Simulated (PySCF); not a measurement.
CH3, SMILES [CH3], doublet at its PBE/def2-SVP optimised geometry (Å):

```
4

C     -0.2746     0.0000     0.0000
H      0.8237     0.0000     0.0000
H     -0.8237    -0.9511    -0.0001
H     -0.8237     0.9511     0.0000
```

Calculation: unrestricted PBE/def2-TZVP (PySCF 2.14.0). Cells within 0.4 Å of a nucleus heavier than hydrogen are left out (blank, or x).

Map of the deformation density (molecule minus spherical neutral atoms) (e/bohr³) on the plane z = 0.0 Å:

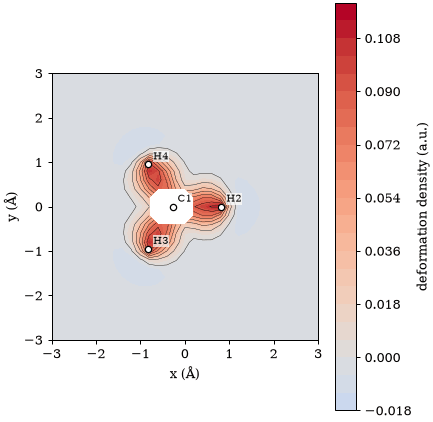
Figure: Deformation density (molecule minus spherical neutral atoms) (e/bohr³) on the plane z = 0.0 Å.
